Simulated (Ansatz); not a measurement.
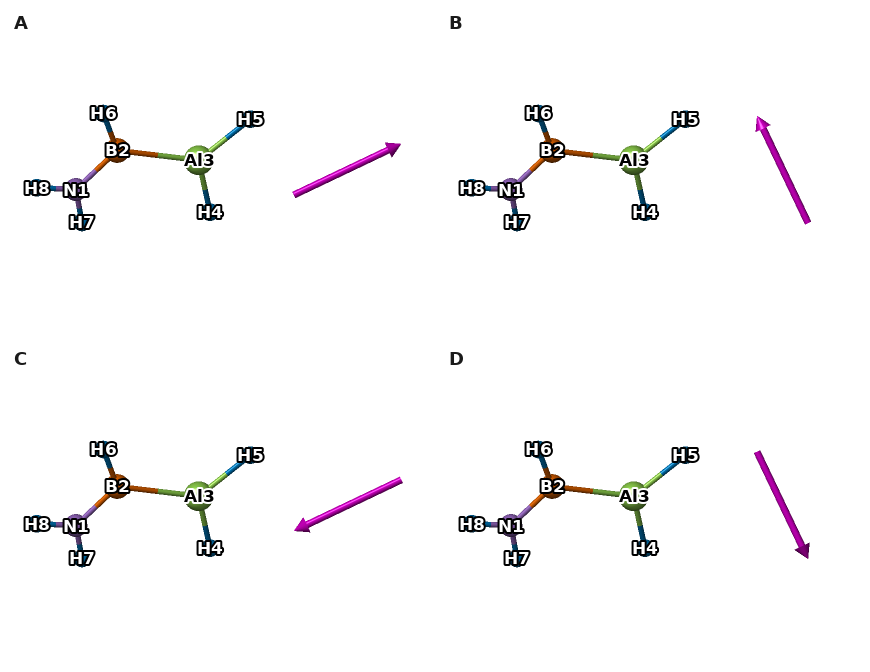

The same molecule four times, each with an arrow. The geometry was computed by an optimisation with PBE0-D4/def2-TZVP. No frequency run is at hand to confirm it as a minimum. Properties computed with RKS PBE0-D4/def2-TZVP (Ansatz 0.2.0).

Which arrow points along the dipole moment, from the negative to the positive end?

C. The dipole moment is 2.53 D; it points from the side of H5 to the side of H8 (the outermost atoms at the two ends).
